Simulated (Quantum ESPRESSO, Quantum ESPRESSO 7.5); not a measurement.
## 1T-PtS2, 1 layer, stepped through biaxial strain

Aim: how the results for 1T-PtS2, 1 layer change with biaxial strain.

Calculated with Quantum ESPRESSO 7.5; plane-wave DFT, PBE, GBRV ultrasoft pseudopotentials.

### 1. Starting point

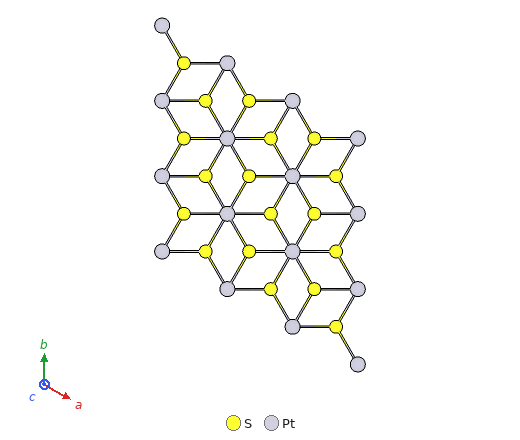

The starting structure, seen from above (sulfur yellow, platinum light grey). 3×3×1 cells are drawn. Some periodic images of atoms are drawn too.

The cell holds 3 atoms: 2 S and 1 Pt. Cell: a = 3.570 Å, b = 3.570 Å, c = 17.014 Å, α = 90.0°, β = 90.0°, γ = 120.0°. It derives from PtS2. Vacuum lies along c.

Set-up: Cell and atoms are first relaxed; each strained cell is then held and the atoms relax in it. A periodic run with 15 Å of vacuum in the starting cell gives the vacuum levels, and bands follow along a path.

Members -2, -1, 0, 1 and 2 took the same steps and show in the table alone.

### 2. Variable-cell relaxation of the reference

What the set-up leaves free in this member is relaxed.

Contents of ref.relax.in:

```
&control
  prefix = 'ref.relax'
  outdir = './out'
  pseudo_dir = './pseudo'
  nstep = 80
  forc_conv_thr = 0.0004
  calculation = 'vc-relax'
  etot_conv_thr = 1e-06
/
&system
  ibrav = 0
  nat = 3
  ntyp = 2
  ecutwfc = 50
  ecutrho = 250
  occupations = 'smearing'
  smearing = 'fd'
  degauss = 0.004
/
&electrons
  conv_thr = 1e-09
  mixing_beta = 0.4
  electron_maxstep = 120
  mixing_mode = 'plain'
/
&ions
/
&cell
  cell_dofree = '2Dxy'
  press_conv_thr = 0.3
/
ATOMIC_SPECIES
  S   32.0600  s_pbe_v1.4.uspp.F.UPF
  Pt  195.0840  pt_pbe_v1.4.uspp.F.UPF
CELL_PARAMETERS angstrom
  3.57000000000000 0.00000000000000 0.00000000000000
  -1.78500000000000 3.09171069151045 0.00000000000000
  0.00000000000000 0.00000000000000 17.01408639338038
ATOMIC_POSITIONS crystal
  S   0.666666666700 0.333333333300 0.440811209406
  Pt  0.000000000000 0.000000000000 0.500000000000
  S   0.333333333300 0.666666666700 0.559188790594
K_POINTS automatic
  12 12 1 0 0 0
```

Launch:

```bash
$ OMP_NUM_THREADS=1 mpirun -n 4 pw.x -nk 4 -in ref.relax.in > ref.relax.out
```

Output:

```text
Program PWSCF v.7.5 starts
[citation notice left out]

     Parallel version (MPI & OpenMP), running on       4 processor cores
     Number of MPI processes:                 4
     Threads/MPI process:                     1

     MPI processes distributed on     1 nodes
[...]
Current dimensions of program PWSCF are:
     Max number of different atomic species (ntypx) = 10
     Max number of k-points (npk) =  40000
     Max angular momentum in pseudopotentials (lmaxx) =  4
     Message from routine setup:
     using ibrav=0 with symmetry is DISCOURAGED, use correct ibrav instead

     K-points division:     npool     =       4
     Subspace diagonalization in iterative solution of the eigenvalue problem:
     a serial algorithm will be used

     G-vector sticks info
     --------------------
     sticks:   dense  smooth     PW     G-vecs:    dense   smooth      PW
     Sum         769     637    187                84365    60541    9757

     Using Slab Decomposition

     bravais-lattice index     =            0
     lattice parameter (alat)  =       6.7463  a.u.
     unit-cell volume          =    1267.2792 (a.u.)^3
     number of atoms/cell      =            3
     number of atomic types    =            2
     number of electrons       =        28.00
     number of Kohn-Sham states=           18
     kinetic-energy cutoff     =      50.0000  Ry
     charge density cutoff     =     250.0000  Ry
     scf convergence threshold =      1.0E-09
     mixing beta               =       0.4000
     number of iterations used =            8  plain     mixing
     energy convergence thresh.=      1.0E-06
     force convergence thresh. =      4.0E-04
     press convergence thresh. =      3.0E-01
     Exchange-correlation=  SLA  PW   PBX  PBC
                           (   1   4   3   4   0   0   0)
     nstep                     =           80

     celldm(1)=   6.746322  celldm(2)=   0.000000  celldm(3)=   0.000000
     celldm(4)=   0.000000  celldm(5)=   0.000000  celldm(6)=   0.000000

     crystal axes: (cart. coord. in units of alat)
               a(1) = (   1.000000   0.000000   0.000000 )
               a(2) = (  -0.500000   0.866025   0.000000 )
               a(3) = (   0.000000   0.000000   4.765851 )

     reciprocal axes: (cart. coord. in units 2 pi/alat)
               b(1) = (  1.000000  0.577350 -0.000000 )
               b(2) = (  0.000000  1.154701  0.000000 )
               b(3) = (  0.000000 -0.000000  0.209826 )

     PseudoPot. # 1 for S  read from file:
     ./pseudo/s_pbe_v1.4.uspp.F.UPF
     Pseudo is Ultrasoft + core correction, Zval =  6.0
     Generated by new atomic code, or converted to UPF format
     Using radial grid of  907 points,  6 beta functions with:
                l(1) =   0
                l(2) =   0
                l(3) =   1
                l(4) =   1
                l(5) =   2
                l(6) =   2
     Q(r) pseudized with  8 coefficients,  rinner =    1.300   1.300   1.300
                                                       1.300   1.300

     PseudoPot. # 2 for Pt read from file:
     ./pseudo/pt_pbe_v1.4.uspp.F.UPF
     Pseudo is Ultrasoft + core correction, Zval = 16.0
     Generated by new atomic code, or converted to UPF format
     Using radial grid of  985 points,  6 beta functions with:
                l(1) =   0
                l(2) =   0
                l(3) =   1
                l(4) =   1
                l(5) =   2
                l(6) =   2
     Q(r) pseudized with  8 coefficients,  rinner =    1.300   1.300   1.300
                                                       1.300   1.300

     atomic species   valence    mass     pseudopotential
     S                 6.00    32.06000     S ( 1.00)
     Pt               16.00   195.08400     Pt( 1.00)

     12 Sym. Ops., with inversion, found

   Cartesian axes

     site n.     atom                  positions (alat units)
         1        S      tau(   1) = (   0.5000000   0.2886751   2.1008403  )
         2        Pt     tau(   2) = (   0.0000000   0.0000000   2.3829253  )
         3        S      tau(   3) = (  -0.0000000   0.5773503   2.6650102  )

     number of k points=    19  Fermi-Dirac smearing, width (Ry)=  0.0040
                       cart. coord. in units 2pi/alat
        k(    1) = (   0.0000000   0.0000000   0.0000000), wk =   0.0138889
        k(    2) = (   0.0000000   0.0962250   0.0000000), wk =   0.0833333
        k(    3) = (   0.0000000   0.1924501   0.0000000), wk =   0.0833333
        k(    4) = (   0.0000000   0.2886751   0.0000000), wk =   0.0833333
        k(    5) = (   0.0000000   0.3849002   0.0000000), wk =   0.0833333
        k(    6) = (   0.0000000   0.4811252   0.0000000), wk =   0.0833333
        k(    7) = (   0.0000000  -0.5773503   0.0000000), wk =   0.0416667
        k(    8) = (   0.0833333   0.1443376   0.0000000), wk =   0.0833333
        k(    9) = (   0.0833333   0.2405626   0.0000000), wk =   0.1666667
        k(   10) = (   0.0833333   0.3367877   0.0000000), wk =   0.1666667
[...]
k(   19) = (   0.3333333   0.5773503   0.0000000), wk =   0.0277778

     Dense  grid:    84365 G-vectors     FFT dimensions: (  36,  36, 162)

     Smooth grid:    60541 G-vectors     FFT dimensions: (  32,  32, 150)

     Estimated max dynamical RAM per process >     140.84 MB

     Estimated total dynamical RAM >     501.56 MB

     Initial potential from superposition of free atoms

     starting charge      27.4999, renormalised to      28.0000

     negative rho (up, down):  1.845E-01 0.000E+00
     Starting wfcs are   20 randomized atomic wfcs

     total cpu time spent up to now is        2.0 secs

     per-process dynamical memory:    70.4 Mb

     Self-consistent Calculation

     iteration #  1     ecut=    50.00 Ry     beta= 0.40
     Davidson diagonalization with overlap
     ethr =  1.00E-02,  avg # of iterations =  5.6

     negative rho (up, down):  1.736E-01 0.000E+00

     total cpu time spent up to now is        3.1 secs

     total energy              =    -258.19533955 Ry
     estimated scf accuracy    <       2.08918004 Ry

     iteration #  2     ecut=    50.00 Ry     beta= 0.40
[...]
negative rho (up, down):  1.757E-01 0.000E+00

[...]
total energy              =    -258.82081866 Ry
     estimated scf accuracy    <       0.69421869 Ry

     iteration #  3     ecut=    50.00 Ry     beta= 0.40
[...]
negative rho (up, down):  1.740E-01 0.000E+00

[...]
atom    2 type  2   force =     0.00000000   -0.00000000    0.00000000
     atom    3 type  1   force =    -0.00000000   -0.00000000    0.02305077

     Total force =     0.032599     Total SCF correction =     0.000057

     Computing stress (Cartesian axis) and pressure

     negative rho (up, down):  1.739E-01 0.000E+00
          total   stress  (Ry/bohr**3)                   (kbar)     P=        2.43
  -0.00001225   0.00000000   0.00000000           -1.80        0.00        0.00
  -0.00000000  -0.00001225   0.00000000           -0.00       -1.80        0.00
  -0.00000000  -0.00000000   0.00007410           -0.00       -0.00       10.90

     Energy error            =      1.4E-02 Ry
     Gradient error          =      2.3E-02 Ry/Bohr
     Cell gradient error     =      1.8E+00 kbar

     number of scf cycles    =   3
     number of bfgs steps    =   2

     enthalpy           old  =    -258.9551173953 Ry
     enthalpy           new  =    -258.9691863213 Ry

     CASE: enthalpy          _new < enthalpy          _old

     new trust radius        =       0.0564855710 bohr
     new conv_thr            =       0.0000000006 Ry

     new unit-cell volume =   1321.61783 a.u.^3 (   195.84356 Ang^3 )
     density =      2.19777 g/cm^3

CELL_PARAMETERS (angstrom)
   3.645734270  -0.000000000   0.000000000
  -1.822867135   3.157298494   0.000000000
   0.000000000   0.000000000  17.014086393

ATOMIC_POSITIONS (crystal)
S                0.6666666667        0.3333333333        0.4311036405
Pt               0.0000000000       -0.0000000000        0.5000000000
S                0.3333333333        0.6666666667        0.5688963595

[...]
NEW-OLD atomic charge density approx. for the potential
     New effective cutoffs (rho, wfc):  248.85   49.98

     negative rho (up, down):  1.740E-01 0.000E+00

     total cpu time spent up to now is       39.3 secs

     per-process dynamical memory:    74.9 Mb

[...]
!    total energy              =    -258.97077816 Ry
[...]
Total force =     0.010669     Total SCF correction =     0.000040
[...]
number of bfgs steps    =   3
[...]
new trust radius        =       0.0268249379 bohr
[...]
!    total energy              =    -258.97130435 Ry
[...]
Total force =     0.003264     Total SCF correction =     0.000017
[...]
number of bfgs steps    =   4
[...]
new trust radius        =       0.0295074317 bohr
[...]
!    total energy              =    -258.97197687 Ry
[...]
Total force =     0.002386     Total SCF correction =     0.000001
[...]
number of bfgs steps    =   5
[...]
new trust radius        =       0.0442611475 bohr
[...]
!    total energy              =    -258.97275232 Ry
[...]
Total force =     0.005991     Total SCF correction =     0.000004
[...]
number of bfgs steps    =   6
[...]
new trust radius        =       0.0597911355 bohr
[...]
!    total energy              =    -258.97324132 Ry
[...]
Total force =     0.005044     Total SCF correction =     0.000011
[...]
number of bfgs steps    =   7
[...]
new trust radius        =       0.0068519640 bohr
[...]
!    total energy              =    -258.97328791 Ry
[...]
Total force =     0.001978     Total SCF correction =     0.000020
[...]
number of bfgs steps    =   8
[...]
new trust radius        =       0.0056480822 bohr
[...]
!    total energy              =    -258.97329570 Ry
[...]
Total force =     0.000040     Total SCF correction =     0.000010
[...]
number of bfgs steps    =   9
[...]
new trust radius        =       0.0004439113 bohr
[...]
Self-consistent Calculation

     iteration #  1     ecut=    50.00 Ry     beta= 0.40
     Davidson diagonalization with overlap
     ethr =  1.00E-06,  avg # of iterations =  2.0

     Threshold (ethr) on eigenvalues was too large:
     Diagonalizing with lowered threshold

     Davidson diagonalization with overlap
     ethr =  1.65E-10,  avg # of iterations =  4.8

     negative rho (up, down):  1.743E-01 0.000E+00

     total cpu time spent up to now is      112.0 secs

     total energy              =    -258.97329573 Ry
     estimated scf accuracy    <          5.5E-09 Ry

[...]
iteration #  5     ecut=    50.00 Ry     beta= 0.40
[...]
negative rho (up, down):  1.743E-01 0.000E+00

[...]
End of self-consistent calculation

          k = 0.0000 0.0000 0.0000 (  7603 PWs)   bands (ev):

   -54.4313 -54.4313 -54.3286 -15.6060 -13.3818  -7.1426  -7.1426  -6.7706
    -4.4633  -4.4633  -2.4013  -2.2801  -1.9021  -1.9021   1.5756   1.5756
     3.6894   4.1535

          k = 0.0000 0.0962 0.0000 (  7581 PWs)   bands (ev):

   -54.4326 -54.4316 -54.3284 -15.5201 -13.4029  -7.1309  -7.0885  -6.6931
    -4.5953  -4.5352  -2.8057  -2.1473  -1.8605  -1.7143   1.1565   1.4600
     3.8743   4.3260

          k = 0.0000 0.1923 0.0000 (  7599 PWs)   bands (ev):

   -54.4362 -54.4325 -54.3280 -15.2733 -13.4610  -7.0806  -6.9431  -6.4753
    -5.0304  -4.6807  -3.3332  -1.8782  -1.8415  -1.6504   0.4189   1.2441
     4.3117   4.6672

          k = 0.0000 0.2885 0.0000 (  7593 PWs)   bands (ev):

   -54.4410 -54.4338 -54.3273 -14.9012 -13.5400  -6.9974  -6.7616  -6.2349
    -5.6050  -4.7559  -3.6231  -2.0378  -2.0338  -1.7654   0.1482   1.1452
     4.5536   4.9385

          k = 0.0000 0.3846 0.0000 (  7573 PWs)   bands (ev):

   -54.4459 -54.4350 -54.3267 -14.4765 -13.6144  -7.1816  -6.6248  -6.2638
    -5.5149  -4.6293  -3.7109  -2.7742  -2.4823  -2.0470   0.5162   1.2062
     4.0832   5.6090

          k = 0.0000 0.4808 0.0000 (  7555 PWs)   bands (ev):

   -54.4495 -54.4359 -54.3263 -14.1288 -13.6515  -7.6870  -6.5687  -5.9516
    -5.2766  -4.2603  -3.6397  -3.4107  -3.0777  -2.5496   0.9780   1.3118
     3.8984   5.3789

[...]
the Fermi energy is    -0.7116 ev

!    total energy              =    -258.97329573 Ry
     estimated scf accuracy    <          2.7E-12 Ry
     smearing contrib. (-TS)   =      -0.00000000 Ry
     internal energy E=F+TS    =    -258.97329573 Ry

     The total energy is F=E-TS. E is the sum of the following terms:
     one-electron contribution =    -925.96895864 Ry
     hartree contribution      =     466.25039871 Ry
     xc contribution           =     -73.69597625 Ry
     ewald contribution        =     274.44124045 Ry

     convergence has been achieved in   5 iterations

     negative rho (up, down):  1.743E-01 0.000E+00

     Forces acting on atoms (cartesian axes, Ry/au):

     atom    1 type  1   force =     0.00000000    0.00000000   -0.00000008
     atom    2 type  2   force =     0.00000000    0.00000000    0.00000000
     atom    3 type  1   force =    -0.00000000   -0.00000000    0.00000008

     Total force =     0.000000     Total SCF correction =     0.000001
     SCF correction compared to forces is large: reduce conv_thr to get better values

     Computing stress (Cartesian axis) and pressure

     negative rho (up, down):  1.743E-01 0.000E+00
          total   stress  (Ry/bohr**3)                   (kbar)     P=       -0.05
   0.00000004   0.00000000   0.00000000            0.01        0.00        0.00
   0.00000000   0.00000004   0.00000000            0.00        0.01        0.00
   0.00000000   0.00000000  -0.00000115            0.00        0.00       -0.
```

It took 2.2 min on 4 MPI ranks of AMD EPYC 9R14 (Zen 4), shared host; peak memory 0.67 GiB.

Relaxation path:

| step | energy less that of the first step (eV) | largest force (eV/Å) | volume (Å³) |
| --- | --- | --- | --- |
| 1 | 0.0000 | 3.1298 | 187.79 |
| 2 | -0.4308 | 1.7837 | 191.94 |
| 3 | -0.6222 | 0.5927 | 195.34 |
| 4 | -0.6439 | 0.1940 | 195.84 |
| 5 | -0.6511 | 0.0593 | 195.27 |
| 6 | -0.6602 | 0.0434 | 193.92 |
| 7 | -0.6708 | 0.1089 | 191.55 |
| 8 | -0.6774 | 0.0917 | 188.38 |
| 9 | -0.6780 | 0.0360 | 188.02 |
| 10 | -0.6781 | 0.0007 | 188.04 |
| 11 | -0.6782 | 0.0000 | 188.06 |
| 12 | -0.6782 | 0.0000 | 188.06 |

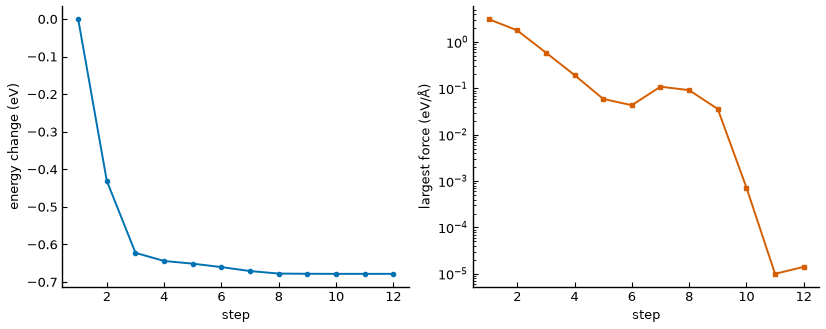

Energy and largest force along the relaxation.

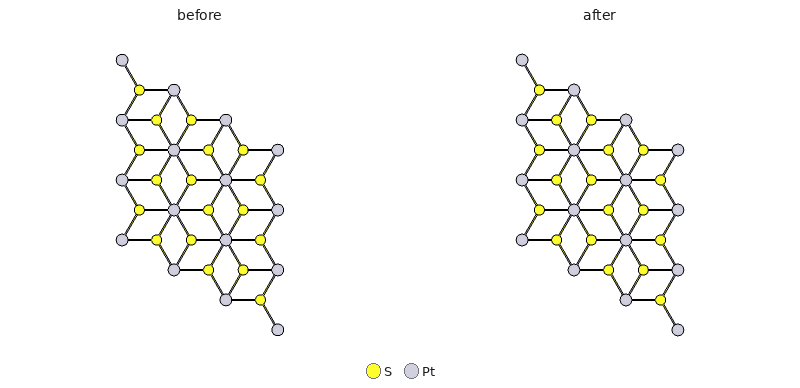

The structure before and after the relaxation, drawn at the same scale.

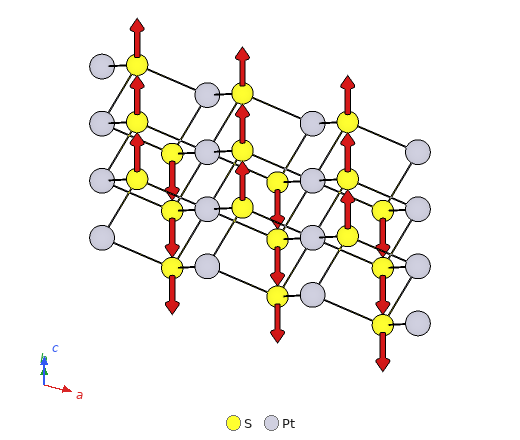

Displacements in the relaxation, exaggerated, measured against the changing cell; the longest in the cell stands for 0.22 Å. 3×3×1 cells are drawn. Some periodic images of atoms are drawn too.

| cell as run | before | after | change |
| --- | --- | --- | --- |
| a (Å) | 3.570 | 3.573 | +0.1 % |
| b (Å) | 3.570 | 3.573 | +0.1 % |

The atoms that moved most (Å, along periodic axes as changes of fractional coordinates times the final cell, across vacuum about the mean position):

| atom | dx | dy | dz | length |
| --- | --- | --- | --- | --- |
| S1 | 0.000 | 0.000 | -0.222 | 0.222 |
| S3 | 0.000 | 0.000 | 0.222 | 0.222 |

The relaxed structure:

```xyz
3
Lattice="3.5726 0.0000 0.0000 -1.7863 3.0940 0.0000 0.0000 0.0000 17.0141" Properties=species:S:1:pos:R:3
S     1.7863    1.0313    7.2781
Pt    0.0000    0.0000    8.5070
S     0.0000    2.0626    9.7360
```

 The last row is no step: it is a fresh SCF in the final cell with a new plane-wave basis, -0 meV from the row before.

Read from the output:

- free energy: -3523.5112 eV
- Fermi energy: -0.7116 eV

(Continued in part 2 of 6.)

[Logs are printed without paths, hosts, clocks, repeated set-up lines and the standing remarks that a program may print on its own settings, such as how far it seeks lower states.]

[Hosts, paths, dates, database ids (printed as entryN), source tags and the programs' standing remarks are cut or masked in the printed files.]

[Maps of the electrostatic potential energy from Ansatz leave out the sawtooth potential of an applied field or a dipole correction, so their vacuum need not be flat; planar profiles and work functions include it.]
